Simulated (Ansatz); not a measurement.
# AlH5N2: molecular dynamics

Purpose: to follow the molecule's vibrations and see whether its bonds hold. The start is relaxed first. Runs: 500 steps of 0.5 fs at constant energy, with velocities drawn for 500 K.

All numbers below are computed with Ansatz 0.2.0 (RKS PBE-D4/def2-SVP).

### 1 The structure to begin with

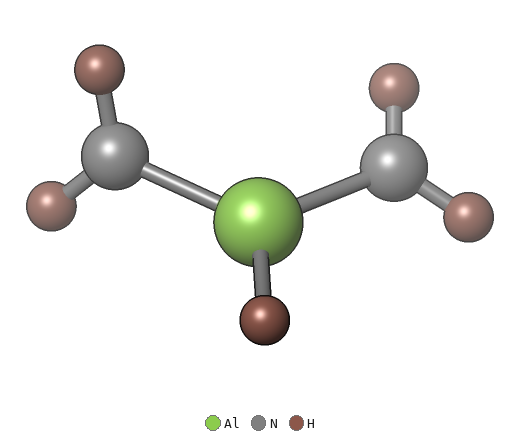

Start, viewed from a chosen angle; aluminium green, nitrogen grey, hydrogen brown.

Coordinates:

```xyz
8

Al    0.0000    0.0000    0.0000
N     0.0000    0.0000    1.9200
H    -0.8770   -0.2713    2.4500
H     0.8770    0.2713    2.4500
H     1.3510    0.0000   -0.7800
N    -1.6627    0.0000   -0.9600
H    -2.3316   -0.8164   -0.8614
H    -1.9118    0.8164   -1.5886
```

### 2 Relaxing the start

input.yaml

```yaml
crystal:
  periodic: [false, false, false]
  atoms:
    - { symbol: Al, position_ang: [0.0, 0.0, 0.0] }
    - { symbol: "N", position_ang: [0.0, 0.0, 1.92] }
    - { symbol: H, position_ang: [-0.877, -0.2713, 2.45] }
    - { symbol: H, position_ang: [0.877, 0.2713, 2.45] }
    - { symbol: H, position_ang: [1.351, 0.0, -0.78] }
    - { symbol: "N", position_ang: [-1.6627, 0.0, -0.96] }
    - { symbol: H, position_ang: [-2.3316, -0.8164, -0.8614] }
    - { symbol: H, position_ang: [-1.9118, 0.8164, -1.5886] }
basis:
  gaussian: { orbitals: def2-SVP }
hamiltonian:
  xc: pbe
  dispersion: d4
relax:
  f_tol: 0.02
  max_steps: 40
output:
  orbitals: {}
```

The run is started by

```bash
ansatz run input.yaml --threads 1 --pin off --max-ram 2048MiB --backend cpu --events-out ev --progress --plain --runs-dir out
```

The program printed, cut to the lines that bear on the results:

```text
Warning: RAYON_NUM_THREADS=1 ignored (pool sized by the plan → 1); use --threads N
[...]
Functional definition: PBE
[...]
827 factors; their error is unknown
[...]
mean field -9647.31420533 eV, -354.5322578614 hartree, gradient 1.3e-5 eV, S^2 0.000000; 0 other end points of the search recorded, 0 dependent functions left out
[...]
reference -9647.31424485 eV, -354.5322593137 hartree; 16, 16 occupied and 55, 55 virtual orbitals, 827 factors
relax step   1: F+E_penalty+E_count = -9647.41551250 eV  Δ(F+E_penalty+E_count) = +0.000e0 eV  max|allowed force component| = 2.160e0 eV/Å  Δτ_max = 0.0000 Å  (26 SCF iters, accepted)
[...]
relax step   3: F+E_penalty+E_count = -9648.11371506 eV  Δ(F+E_penalty+E_count) = -1.821e-1 eV  max|allowed force component| = 6.106e-1 eV/Å  Δτ_max = 0.1940 Å  (32 SCF iters, accepted)
[...]
relax step   5: F+E_penalty+E_count = -9648.20046007 eV  Δ(F+E_penalty+E_count) = -3.736e-2 eV  max|allowed force component| = 7.555e-1 eV/Å  Δτ_max = 0.1970 Å  (27 SCF iters, accepted)
[...]
relax step   7: F+E_penalty+E_count = -9648.23518738 eV  Δ(F+E_penalty+E_count) = -2.128e-3 eV  max|allowed force component| = 1.049e-1 eV/Å  Δτ_max = 0.0744 Å  (26 SCF iters, accepted)
[...]
relax step   8: F+E_penalty+E_count = -9648.23548044 eV  Δ(F+E_penalty+E_count) = -2.931e-4 eV  max|allowed force component| = 6.521e-2 eV/Å  Δτ_max = 0.0090 Å  (28 SCF iters, accepted)
[...]
relax step   9: F+E_penalty+E_count = -9648.23583764 eV  Δ(F+E_penalty+E_count) = -3.572e-4 eV  max|allowed force component| = 1.613e-2 eV/Å  Δτ_max = 0.0061 Å  (28 SCF iters, accepted)
827 factors; their error is unknown
mean field -9648.12949139 eV, -354.5622190715 hartree, gradient 2.1e-5 eV, S^2 0.000000; 1 other end points of the search recorded, 0 dependent functions left out
[...]
reference -9648.12952999 eV, -354.5622204899 hartree; 16, 16 occupied and 55, 55 virtual orbitals, 827 factors
Total energy: -9648.23587624 eV, -354.5661286425 hartree
Atom 0 at    -0.057099     0.121304     0.035900 Å, force    -0.001246    -0.001863    -0.000409 eV/Å
Atom 1 at    -0.032141    -0.097103     1.809709 Å, force    -0.013257    -0.001343    -0.005692 eV/Å
Atom 2 at    -0.828977    -0.303587     2.415248 Å, force     0.004035     0.000986    -0.002702 eV/Å
Atom 3 at     0.817550    -0.028999     2.373041 Å, force     0.006589     0.000759     0.003985 eV/Å
Atom 4 at     1.297907     0.440870    -0.738767 Å, force     0.003115     0.001392    -0.001004 eV/Å
Atom 5 at    -1.587093    -0.016642    -0.877725 Å, force    -0.002897    -0.001541     0.016130 eV/Å
Atom 6 at    -2.513801    -0.217576    -0.496896 Å, force     0.001938     0.000756    -0.001787 eV/Å
Atom 7 at    -1.651447     0.101733    -1.890510 Å, force     0.001724     0.000854    -0.008521 eV/Å
Dipole moment:    -0.266440    -0.062433     0.152507 e Å
```

Wall time 14 s (1 thread of Arm Neoverse V2, shared host); peak memory 0.12 GiB.

Step by step:

```tsv
step	energy from step 1 (eV)	largest force component (eV/Å)
1	0.0000	2.1604
2	-0.5161	1.0278
3	-0.6982	0.6106
4	-0.7476	0.4632
5	-0.7849	0.7555
6	-0.8175	0.0488
7	-0.8197	0.1049
8	-0.8200	0.0652
9	-0.8203	0.0161
```

Step 1 is the start.

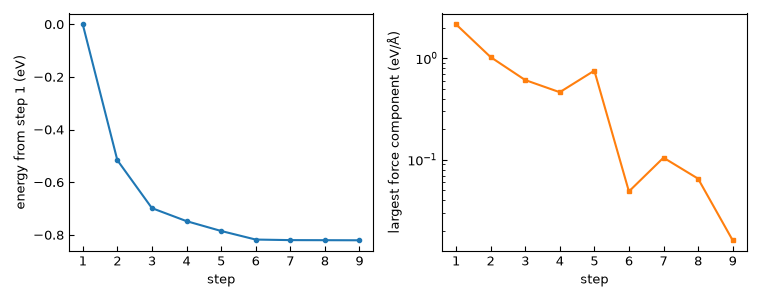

How energy and force went from step to step.

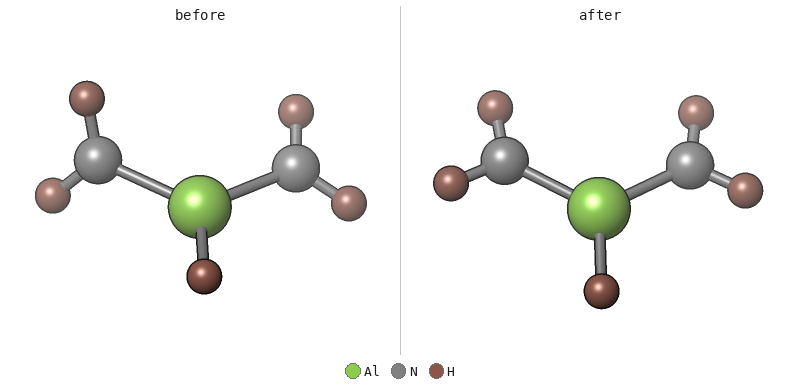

The structure before (left) and after (right), drawn at the same scale.

After: Bond lengths: Al1–N2 1.787 Å, N2–H3 1.022 Å, N2–H4 1.022 Å, Al1–H5 1.593 Å, Al1–N6 1.787 Å, N6–H7 1.022 Å, N6–H8 1.022 Å. Angles: Al1–N2–H3 127.0°, Al1–N2–H4 123.4°, H3–N2–H4 109.6°, N2–Al1–H5 119.7°, N2–Al1–N6 120.7°, H5–Al1–N6 119.7°, Al1–N6–H7 126.9°, Al1–N6–H8 123.5°, H7–N6–H8 109.6°.

### 3 The run

500 steps of 0.5 fs at constant energy, with velocities drawn for 500 K, from the relaxed start. H is given a mass of 2.014 u.

input.yaml

```yaml
crystal:
  periodic: [false, false, false]
  atoms:
    - { symbol: Al, position_ang: [-0.057099, 0.121304, 0.0359] }
    - { symbol: "N", position_ang: [-0.032141, -0.097103, 1.809709] }
    - { symbol: H, position_ang: [-0.828977, -0.303587, 2.415248] }
    - { symbol: H, position_ang: [0.81755, -0.028999, 2.373041] }
    - { symbol: H, position_ang: [1.297907, 0.44087, -0.738767] }
    - { symbol: "N", position_ang: [-1.587093, -0.016642, -0.877725] }
    - { symbol: H, position_ang: [-2.513801, -0.217576, -0.496896] }
    - { symbol: H, position_ang: [-1.651447, 0.101733, -1.89051] }
basis:
  gaussian: { orbitals: def2-SVP }
hamiltonian:
  xc: pbe
  dispersion: d4
md:
  timestep: 0.5
  n_steps: 500
  ensemble: nve
  temperature: 500.0
  initial_velocities: maxwell_boltzmann
  seed: 621569
  masses: [{ species: H, mass: 2.014 }]
```

The run is started by

```bash
ansatz run input.yaml --threads 1 --pin off --max-ram 2048MiB --backend cpu --events-out ev --progress --plain --runs-dir out
```

The program printed, cut to the lines that bear on the results:

```text
Warning: RAYON_NUM_THREADS=1 ignored (pool sized by the plan → 1); use --threads N
[...]
[... 1 set-up line as earlier in the session ...]
[...]
827 factors; their error is unknown
[...]
mean field -9648.12949502 eV, -354.5622192049 hartree, gradient 6.3e-6 eV, S^2 0.000000; 0 other end points of the search recorded, 0 dependent functions left out
[...]
reference -9648.12953359 eV, -354.5622206222 hartree; 16, 16 occupied and 55, 55 virtual orbitals, 827 factors
md step     0: t =     0.00 fs  T =   500.0 K  F+E_penalty+E_count = -9648.23584128 eV  E_kin = 0.387780 eV  conserved = -9647.84806128 eV  (26 SCF iters)
[...]
md step    20: t =    10.00 fs  T =   218.9 K  F+E_penalty+E_count = -9648.01746083 eV  E_kin = 0.169744 eV  conserved = -9647.84771635 eV  (29 SCF iters)
[...]
md step    40: t =    20.00 fs  T =   155.2 K  F+E_penalty+E_count = -9647.96804769 eV  E_kin = 0.120339 eV  conserved = -9647.84770838 eV  (29 SCF iters)
[...]
md step    60: t =    30.00 fs  T =   210.0 K  F+E_penalty+E_count = -9648.01066535 eV  E_kin = 0.162849 eV  conserved = -9647.84781670 eV  (29 SCF iters)
[...]
md step    80: t =    40.00 fs  T =   274.2 K  F+E_penalty+E_count = -9648.06058249 eV  E_kin = 0.212681 eV  conserved = -9647.84790169 eV  (28 SCF iters)
md step    81: t =    40.50 fs  T =   275.4 K  F+E_penalty+E_count = -9648.06148123 eV  E_kin = 0.213587 eV  conserved = -9647.84789400 eV  (28 SCF iters)
md step    82: t =    41.00 fs  T =   275.3 K  F+E_penalty+E_count = -9648.06136660 eV  E_kin = 0.213481 eV  conserved = -9647.84788514 eV  (28 SCF iters)
```

### 4 The output, continued: dynamics from the start

Output, continued, cut to the lines that bear on the results:

```text
md step    83: t =    41.50 fs  T =   274.0 K  F+E_penalty+E_count = -9648.06039059 eV  E_kin = 0.212516 eV  conserved = -9647.84787475 eV  (27 SCF iters)
[...]
md step   109: t =    54.50 fs  T =   235.0 K  F+E_penalty+E_count = -9648.03002933 eV  E_kin = 0.182264 eV  conserved = -9647.84776492 eV  (29 SCF iters)
[...]
md step   135: t =    67.50 fs  T =   183.9 K  F+E_penalty+E_count = -9647.99037269 eV  E_kin = 0.142655 eV  conserved = -9647.84771745 eV  (27 SCF iters)
[...]
md step   161: t =    80.50 fs  T =   200.5 K  F+E_penalty+E_count = -9648.00325648 eV  E_kin = 0.155515 eV  conserved = -9647.84774155 eV  (28 SCF iters)
[...]
md step   186: t =    93.00 fs  T =   283.7 K  F+E_penalty+E_count = -9648.06774576 eV  E_kin = 0.220018 eV  conserved = -9647.84772760 eV  (28 SCF iters)
md step   187: t =    93.50 fs  T =   282.9 K  F+E_penalty+E_count = -9648.06714581 eV  E_kin = 0.219420 eV  conserved = -9647.84772619 eV  (28 SCF iters)
```

### 5 More of the same log: dynamics from the start

The log, continued, cut to the lines that bear on the results:

```text
md step   188: t =    94.00 fs  T =   284.1 K  F+E_penalty+E_count = -9648.06809430 eV  E_kin = 0.220363 eV  conserved = -9647.84773114 eV  (28 SCF iters)
[...]
md step   209: t =   104.50 fs  T =   264.0 K  F+E_penalty+E_count = -9648.05251759 eV  E_kin = 0.204728 eV  conserved = -9647.84779002 eV  (29 SCF iters)
[...]
md step   230: t =   115.00 fs  T =   200.7 K  F+E_penalty+E_count = -9648.00348003 eV  E_kin = 0.155659 eV  conserved = -9647.84782055 eV  (29 SCF iters)
[...]
md step   251: t =   125.50 fs  T =   370.7 K  F+E_penalty+E_count = -9648.13547408 eV  E_kin = 0.287505 eV  conserved = -9647.84796881 eV  (29 SCF iters)
[...]
md step   499: t =   249.50 fs  T =   207.5 K  F+E_penalty+E_count = -9648.00881892 eV  E_kin = 0.160944 eV  conserved = -9647.84787484 eV  (28 SCF iters)
[...]
md step   500: t =   250.00 fs  T =   195.2 K  F+E_penalty+E_count = -9647.99925596 eV  E_kin = 0.151400 eV  conserved = -9647.84785555 eV  (26 SCF iters)
Total energy: -9647.99929410 eV, -354.5574344094 hartree
Atom 0 at    -0.122832     0.089059     0.062272 Å, force     0.631124    -0.182479     0.250532 eV/Å
Atom 1 at     0.013491    -0.006892     1.895883 Å, force    -0.003491    -0.018603    -1.180868 eV/Å
Atom 2 at    -0.537183    -0.619110     2.501266 Å, force    -0.011325     0.134595     0.143564 eV/Å
Atom 3 at     0.994349     0.022400     2.201894 Å, force    -0.180997    -0.107563     0.179798 eV/Å
Atom 4 at     1.348336     0.180266    -0.718760 Å, force    -0.717404     0.190506     0.302037 eV/Å
Atom 5 at    -1.614987     0.051543    -0.959079 Å, force     1.047799     0.162589     0.163979 eV/Å
Atom 6 at    -2.476855    -0.435540    -0.739539 Å, force    -0.388627     0.009364    -0.149668 eV/Å
Atom 7 at    -1.450158     0.174790    -1.969576 Å, force    -0.377081    -0.188410     0.290625 eV/Å
Dipole moment:    -0.209369    -0.249633     0.050527 e Å
```

Wall time 11 min (1 thread of Arm Neoverse V2, shared host); peak memory 0.12 GiB.

### 6 Frames and traces

The trajectory, every 26 steps (energies from step 0):

```tsv
time (fs)	T (K)	potential energy change (meV/atom)	total energy change (meV/atom)
0.0	500	0.0	0.00
13.0	233	25.9	0.02
26.0	240	25.2	0.02
39.0	267	22.6	0.02
52.0	237	25.5	0.03
65.0	254	23.8	0.03
78.0	216	27.6	0.03
91.0	304	19.1	0.03
104.0	276	21.8	0.03
117.0	209	28.2	0.05
130.0	248	24.5	0.04
143.0	138	35.1	0.05
156.0	155	33.5	0.04
169.0	254	23.9	0.04
182.0	323	17.2	0.03
195.0	220	27.2	0.03
208.0	218	27.3	0.03
221.0	358	13.8	0.01
234.0	240	25.2	0.03
247.0	246	24.7	0.01
250.0	195	29.6	0.03
```

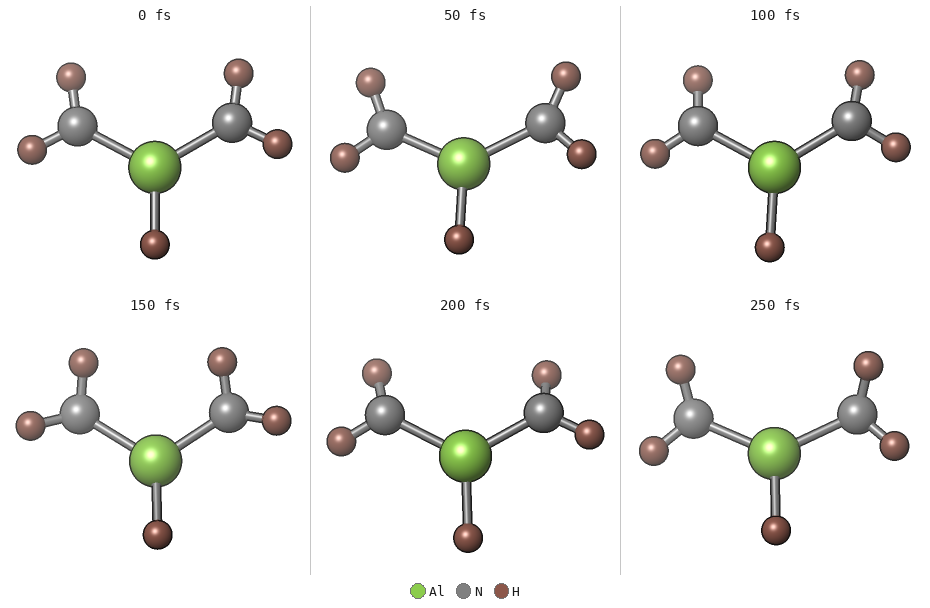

The system at six times, viewed from a chosen angle. Sticks join atoms within a bonding distance in each frame.

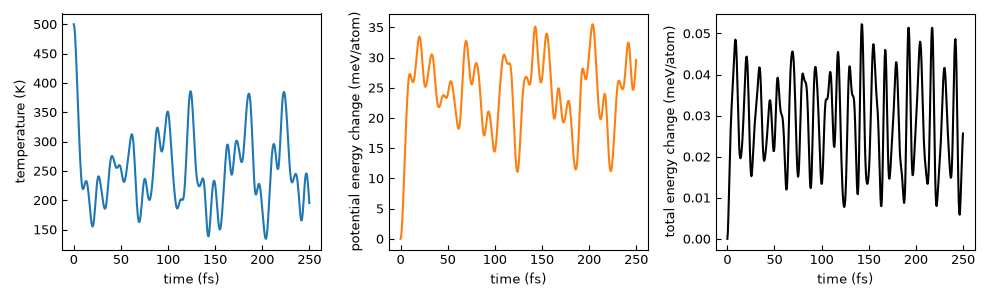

Traces against time; each panel has its own scale.

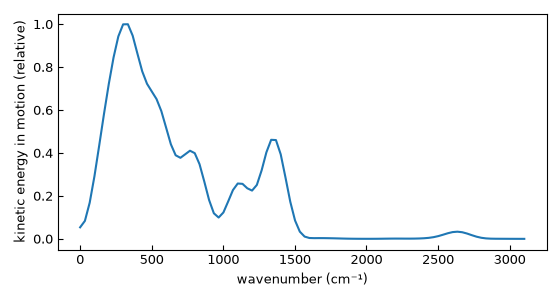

Power spectrum of the mass-weighted velocities; a run of 250 fs resolves no finer than about 270 cm⁻¹.

Maxima of the velocity power spectrum (cm⁻¹, relative height; resolution about 270 cm⁻¹): 330 (100), 770 (41), 1100 (26), 1330 (46).

### 7 Snapshots as a file

Positions (Å) and forces (eV/Å):

```xyz
8
time_fs=31.0 T=199 dE=0.2339
Al   -0.106    0.055    0.093    0.223    1.112   -2.292
N     0.029   -0.020    1.829   -0.078   -0.371    0.850
H    -0.692   -0.359    2.466   -0.017   -0.034    0.212
H     0.957   -0.217    2.208    0.034    0.095    0.225
H     1.227    0.694   -0.720   -0.609   -0.584    0.433
N    -1.605    0.067   -0.954    0.189   -0.486    0.373
H    -2.541   -0.282   -0.693    0.306    0.122   -0.075
H    -1.476   -0.079   -1.967   -0.048    0.148    0.275
8
time_fs=62.5 T=309 dE=0.1482
Al   -0.106    0.159    0.076   -0.637   -0.764   -0.461
N     0.028   -0.121    1.849    0.158    0.155    0.109
H    -0.623   -0.328    2.616   -0.033    0.121   -0.339
H     0.961    0.021    2.262   -0.172   -0.070   -0.100
H     1.299    0.148   -0.722   -0.239    0.284    0.124
N    -1.613   -0.039   -0.967    1.063    0.266    0.609
H    -2.592   -0.221   -0.737    0.050    0.097    0.009
H    -1.499    0.193   -1.959   -0.191   -0.088    0.047
8
time_fs=94.0 T=284 dE=0.1677
Al   -0.082    0.113    0.025    0.200   -0.165    1.409
N    -0.003   -0.154    1.820   -0.272    0.243   -0.358
H    -0.829   -0.126    2.421   -0.140   -0.160    0.021
H     0.784    0.147    2.397    0.213   -0.037   -0.104
H     1.199    0.477   -0.706    1.002    0.196   -0.570
N    -1.568   -0.051   -0.894   -0.208   -0.056    0.232
H    -2.461   -0.031   -0.400   -0.303   -0.010   -0.523
H    -1.574    0.263   -1.863   -0.491   -0.012   -0.107
8
time_fs=125.0 T=379 dE=0.0939
Al    0.005    0.081   -0.004   -0.148    0.514    0.062
N    -0.101   -0.057    1.778    0.160   -0.250    0.371
H    -0.936   -0.393    2.273    0.059    0.076   -0.161
H     0.670   -0.057    2.452    0.025    0.050   -0.165
H     1.340    0.604   -0.766   -0.282   -0.278    0.144
N    -1.607    0.024   -0.796    0.587   -0.047   -0.269
H    -2.454   -0.247   -0.289   -0.069    0.017   -0.347
H    -1.712    0.062   -1.818   -0.333   -0.083    0.364
8
time_fs=156.0 T=155 dE=0.2682
Al    0.015    0.161    0.021   -0.283   -0.532   -1.664
N    -0.108   -0.064    1.770    0.050   -0.218    0.569
H    -0.961   -0.448    2.196    0.181    0.207    0.020
H     0.684   -0.197    2.403   -0.070    0.063    0.019
H     1.494    0.146   -0.830   -1.002    0.266    0.604
N    -1.640    0.020   -0.816    1.306    0.103    1.027
H    -2.378   -0.425   -0.255   -0.040    0.161   -0.325
H    -1.797   -0.093   -1.812   -0.143   -0.049   -0.250
8
time_fs=187.5 T=367 dE=0.1033
Al   -0.041    0.126    0.039   -0.462   -0.006   -0.594
N    -0.051   -0.145    1.792    0.099    0.130    0.153
H    -0.877    0.050    2.360   -0.003   -0.152    0.224
H     0.801   -0.094    2.353   -0.066    0.022    0.141
H     1.263    0.521   -0.759    0.242   -0.082   -0.087
N    -1.592   -0.062   -0.870    0.856    0.202    0.105
H    -2.484   -0.035   -0.378   -0.302   -0.073   -0.364
H    -1.635    0.131   -1.881   -0.365   -0.041    0.423
8
time_fs=219.0 T=294 dE=0.1597
Al   -0.111    0.092    0.043   -0.347   -0.194    1.647
N     0.028   -0.111    1.859   -0.325    0.182   -0.683
H    -0.735   -0.086    2.551    0.364   -0.081   -0.202
H     0.937    0.065    2.304   -0.236   -0.061    0.028
H     1.171    0.453   -0.692    0.959    0.184   -0.577
N    -1.581   -0.034   -0.940    0.024   -0.162    0.722
H    -2.546   -0.156   -0.616    0.111    0.104   -0.486
H    -1.448    0.323   -1.880   -0.549    0.027   -0.449
8
time_fs=250.0 T=195 dE=0.2366
Al   -0.123    0.089    0.062    0.631   -0.182    0.251
N     0.013   -0.007    1.896   -0.004   -0.019   -1.181
H    -0.537   -0.619    2.501   -0.011    0.135    0.144
H     0.994    0.022    2.202   -0.181   -0.108    0.180
H     1.348    0.180   -0.719   -0.717    0.191    0.302
N    -1.615    0.051   -0.959    1.048    0.163    0.164
H    -2.477   -0.435   -0.740   -0.389    0.009   -0.150
H    -1.450    0.175   -1.970   -0.377   -0.188    0.291
```

### 8 Outcome

| quantity | value |
| --- | --- |
| relaxation of the start | 8 moves, 0.820 eV lower |
| length | 500 steps of 0.5 fs |
| temperature, first and last step | 500 and 195 K |
| temperature, second half | mean 248 K, from 134 to 385 K |
| potential energy, second half | +24 meV/atom from the start |
| largest change of the total energy | 0.05 meV/atom |
| bonds formed or broken | 0 |

**Reading.** The temperature starts at 500 K and averages 248 K in the second half, where it ranges from 134 to 385 K. About half is expected from a start at a minimum: kinetic energy passes into potential energy until both shares match. The total energy strays from its start by at most 0.05 meV/atom, 0.2 % of the mean kinetic energy, which is good for a step of 0.5 fs. The bonds all hold. 250 fs on 8 atoms is far too short and small for converged averages. The nuclei move classically, without zero-point motion, which matters most for hydrogen.
